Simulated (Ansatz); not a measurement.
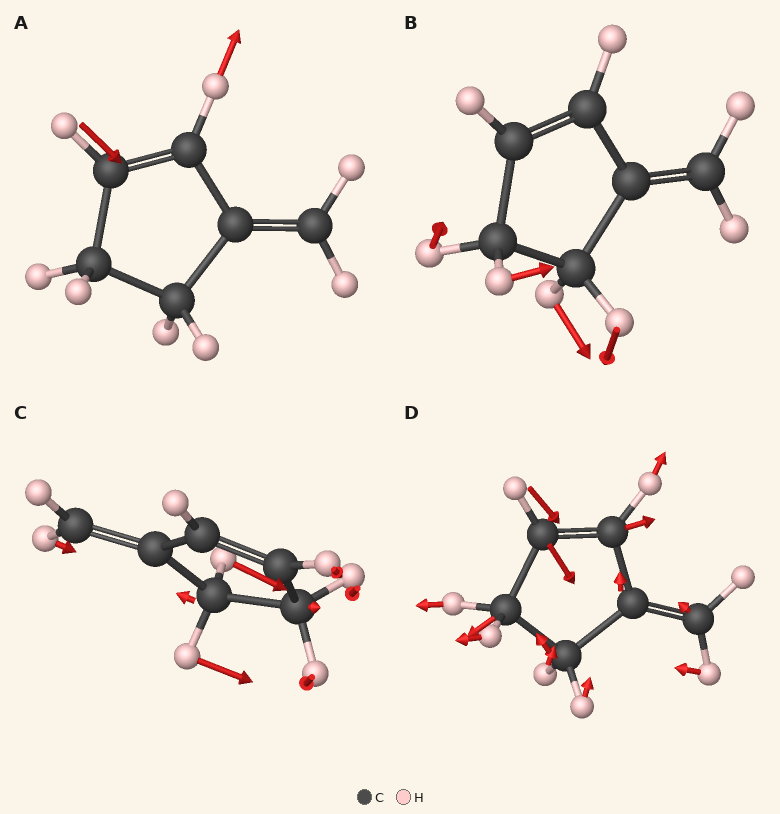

4 normal modes of one molecule or complex, as arrows. Harmonic vibrations computed with RKS PBE0-D4/def2-TZVP (Ansatz 0.2.0) at a stationary point of the same level.

### Match the panels to the wavenumbers 785 cm⁻¹, 1273 cm⁻¹, 1460 cm⁻¹, 3201 cm⁻¹.

A: 3201 cm⁻¹, out-of-phase stretching of 2 C–H bonds
B: 1460 cm⁻¹, H–C–H bending
C: 1273 cm⁻¹
D: 785 cm⁻¹
